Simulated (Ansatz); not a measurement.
# Bands, cutoff and cost in G0W0 for Bi3O4Cl (C2/c), part 2 of 2

Aim: see how the G0W0 gap of Bi3O4Cl (C2/c) on LDA moves with empty bands and screening cutoff, and what each rung costs.

Ansatz 0.2.0; G0W0 on LDA, plane waves, PAW. Known limits of the many-body steps: not at the basis limit; no spin-orbit coupling; coarse k mesh.

So far. Step 2 (165 empty bands, screening to 39 eV): The gap on the mesh goes from 2.48 eV to 3.38 eV, a correction of +0.90 eV. Between the two edge states, bare exchange in place of the xc potential would open the gap by 7.58 eV, and correlation takes back 6.67 eV. Step 3 (467 empty bands, screening to 78 eV): Against the run with 4×4×4 mesh, 165 empty bands, screening to 39 eV, the gap moves by −0.04 eV.

**4. 1005 empty bands, screening to 130 eV**

input.yaml

```yaml
crystal:
  lattice:
    - [9.6406818171, -2.8238, 0.0]
    - [9.6406818171, 2.8238, 0.0]
    - [-1.5365156966, 0.0, 5.484222887]
  atoms:
    - { symbol: Bi, position: [0.2925, 0.7075, 0.75] }
    - { symbol: Bi, position: [0.7075, 0.2925, 0.25] }
    - { symbol: Bi, position: [0.93879, 0.35443, 0.9332] }
    - { symbol: Bi, position: [0.64557, 0.06121, 0.5668] }
    - { symbol: Bi, position: [0.06121, 0.64557, 0.0668] }
    - { symbol: Bi, position: [0.35443, 0.93879, 0.4332] }
    - { symbol: Cl, position: [0.0, 0.5, 0.5] }
    - { symbol: Cl, position: [0.5, 0.0, 0.0] }
    - { symbol: O, position: [0.055, 0.1312, 0.6074] }
    - { symbol: O, position: [0.8688, 0.945, 0.8926] }
    - { symbol: O, position: [0.945, 0.8688, 0.3926] }
    - { symbol: O, position: [0.1312, 0.055, 0.1074] }
    - { symbol: O, position: [0.4988, 0.6314, 0.4794] }
    - { symbol: O, position: [0.3686, 0.5012, 0.0206] }
    - { symbol: O, position: [0.5012, 0.3686, 0.5206] }
    - { symbol: O, position: [0.6314, 0.4988, 0.9794] }
kpoints:
  mp_grid: { grid: [4, 4, 4] }
hamiltonian:
  xc: lda
scf:
  occupations: { method: fixed }
gw:
  n_empty_bands: 1005
  ecut_chi: 130.0
  qp_bands: [v4, c4]
  qp_kpoints: band_edges
  screening: { model: contour_deformation }
```

Command:

```
$ ansatz run input.yaml --threads 3 --pin off --max-ram 92160MiB --backend cuda --events-out ev --progress --plain --runs-dir out --devices 1 --max-vram 13GiB
```

Numbers of over 12 decimals in the logs are rounded to 6 here.

Output:

```text
GPUs: using 1 of 1 available (devices: 1).
[...]
GPU FFT provider: cuFFT
GPU libraries: cuBLAS 13.8.2, cuFFT 12.4.0, cuSOLVER 12.3.4
Crystal: 16 atoms, lattice volume = 298.598 Å³
Basis set: ecut = 420 eV, 5857 PW (Γ)
Bands: 92, of which v1, the nominal top of the filled ones, is band 76 counted from 1 (75 counted from 0)
Symmetry: 4 space group operations
[...]
k-points: 24 of 64
[...]
0    80     10.9148   -10.5910    -3.6497   -15.0121  0.8068    11.6927    11.6862  root
[...]
23    77     10.8550    -9.9244    -3.6087   -14.3001  0.7983    11.6290    11.6220  root
    23    78     10.8550    -9.9244    -3.6087   -14.3001  0.7983    11.6290    11.6220  root
    23    79     11.2589   -10.7097    -3.7865   -15.3396  0.7923    12.1117    12.1023  root
    23    80     11.2589   -10.7097    -3.7865   -15.3396  0.7923    12.1117    12.1023  root
[key lines of the parts left out:]
SCF converged after 8 iterations
Free energy (F): -79044.878331 eV
Fermi energy:    7.401679 eV
```

Run time: 11 min. Hardware: 1 × NVIDIA H100 80GB HBM3 (shared by 6 runs) with 3 threads of AMD EPYC 7R13 (Zen 3), shared host; peak memory 8 GiB.

Numbers from this step:

- bands summed: 1081
- RPA ε∞ on this mesh (eigenvalues): 5.325, 5.350, 5.527
- plane waves in the screening matrix: 1013
- G0W0 gap on the mesh: 3.459 eV
- k of the valence top: 0, -0.5, 0
- k of the conduction bottom: -0.5, -0.5, 0
- starting gap on the mesh: 2.476 eV
- least direct G0W0 gap on the computed points: 3.525 eV

Against the run with 4×4×4 mesh, 467 empty bands, screening to 78 eV, the gap moves by +0.12 eV.

**5. Changing the k mesh: 2×2×2 mesh, 467 empty bands, screening to 78 eV**

Only the mesh changes. It samples the long-range screening, which converges on its own terms. Bands and cutoff differ from the step before, so it is read against an earlier run that matches them.

input.yaml, as its differences from that of step 4:

```diff
@@ -23,3 +23,3 @@
 kpoints:
-  mp_grid: { grid: [4, 4, 4] }
+  mp_grid: { grid: [2, 2, 2] }
 hamiltonian:
@@ -29,4 +29,4 @@
 gw:
-  n_empty_bands: 1005
-  ecut_chi: 130.0
+  n_empty_bands: 467
+  ecut_chi: 78
   qp_bands: [v4, c4]
```

Output:

```text
GPUs: using 1 of 1 available (devices: 1).
[...]
GPU FFT provider: cuFFT
GPU libraries: cuBLAS 13.8.2, cuFFT 12.4.0, cuSOLVER 12.3.4
Crystal: 16 atoms, lattice volume = 298.598 Å³
Basis set: ecut = 420 eV, 5857 PW (Γ)
Bands: 92, of which v1, the nominal top of the filled ones, is band 76 counted from 1 (75 counted from 0)
Symmetry: 4 space group operations
[...]
k-points: 6 of 8
[...]
0    80     10.9102   -10.4838    -3.5831   -15.0139  0.8029    11.8700    11.8572  root
[...]
5    77     10.8557    -9.8357    -3.5261   -14.2986  0.7963    11.8044    11.7924  root
     5    78     10.8557    -9.8357    -3.5261   -14.2986  0.7963    11.8044    11.7924  root
     5    79     11.2603   -10.6484    -3.6585   -15.3441  0.7906    12.3143    12.2974  root
     5    80     11.2603   -10.6484    -3.6585   -15.3441  0.7906    12.3143    12.2974  root
[key lines of the parts left out:]
SCF converged after 8 iterations
Free energy (F): -79044.790570 eV
Fermi energy:    7.396617 eV
```

Elapsed: 18 s, on 1 × NVIDIA H100 80GB HBM3 (shared by 6 runs) with 3 threads; peak memory 1.8 GiB.

Numbers from this step:

```
bands summed                                 : 543
RPA ε∞ on this mesh (eigenvalues)            : 5.500, 5.735, 5.966
plane waves in the screening matrix          : 461
G0W0 gap on the mesh                         : 3.327 eV
k of the valence top                         : 0, -0.5, 0
k of the conduction bottom                   : -0.5, -0.5, 0
starting gap on the mesh                     : 2.480 eV
least direct G0W0 gap on the computed points : 3.380 eV
```

Against the run with 4×4×4 mesh, 467 empty bands, screening to 78 eV, the gap moves by −0.012 eV.

**6. Convergence and cost**

Times are wall times on 1 × NVIDIA H100 80GB HBM3 (shared by 6 runs) with 3 threads of AMD EPYC 7R13 (Zen 3), shared host, good to a factor of about two.

```tsv
mesh	files	frequency	bands summed	cutoff (eV)	start (eV)	G0W0 (eV)	time	host memory (GiB)
4×4×4	default PAW	contour deformation	241	39	2.476	3.380	1.9 min	1.9
4×4×4	default PAW	contour deformation	543	78	2.476	3.339	3.4 min	3.6
4×4×4	default PAW	contour deformation	1081	130	2.476	3.459	11 min	8.0
2×2×2	default PAW	contour deformation	543	78	2.480	3.327	18 s	1.8
```

How the two edges are built up, in eV (the quasiparticle level is the starting level plus Σx plus Σc less Vxc):

```tsv
run	edge	start	Σx	Σc	Vxc	Z	QP
241 bands	valence top	7.40	-24.03	3.61	-20.70	0.76	7.68
241 bands	conduction bottom	9.88	-10.33	-3.07	-14.58	0.82	11.06
543 bands	valence top	7.40	-24.03	3.38	-20.70	0.75	7.45
543 bands	conduction bottom	9.88	-10.33	-3.33	-14.58	0.82	10.79
1081 bands	valence top	7.40	-24.03	3.08	-20.70	0.75	7.15
1081 bands	conduction bottom	9.88	-10.33	-3.51	-14.58	0.81	10.61
```

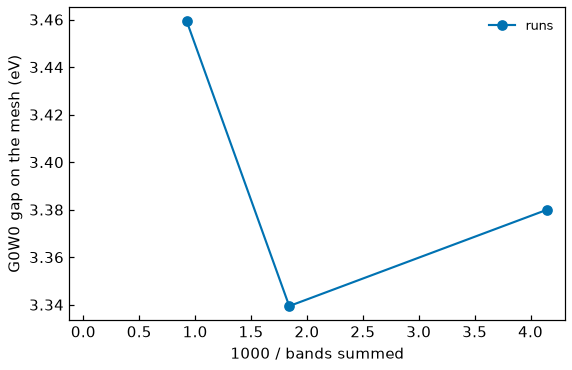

The gap against one over the number of bands.

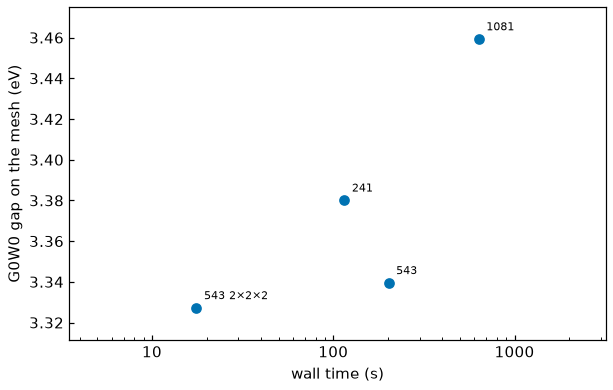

Result against wall time.

**7. What came out**

| Quantity | Value |
| --- | --- |
| 241 bands, 39 eV | 3.380 eV |
| 543 bands, 78 eV | 3.339 eV |
| 1081 bands, 130 eV | 3.459 eV |
| mesh and start | 4×4×4, LDA |

In words: From 241 to 1081 bands the gap moves by +0.08 eV while the time grows 5.5-fold. Σc changes by −0.52 eV at the valence top and −0.45 eV at the conduction bottom, so the levels themselves move more than the gap between them. The gap turns back along the series, so no limit is drawn from it. On the 2×2×2 mesh in place of 4×4×4 the gap differs by −0.01 eV, of which +0.004 eV is already in the start. Where an edge is built on 6p states of lead, bismuth or thallium, scalar-relativistic gaps usually stand too wide, by a few tenths to over one eV. The many-body steps are scalar-relativistic: spin-orbit coupling is not in them.

[Paths, hosts, dates, memory and timing lines, banners, echoed tables and standing remarks are left out of the program output.]

[Logs are printed without paths, hosts, clocks, repeated set-up lines and the standing remarks that a program may print on its own settings, such as how far it seeks lower states.]

[Runs of the session that timed out or met a known fault of the program may be left out.]

[Cells called generated may have been cut or substituted from an entry of the Crystallography Open Database or the Materials Project.]

[Hosts, paths, dates, database ids (printed as entryN), source tags and the programs' standing remarks are cut or masked in the printed files.]
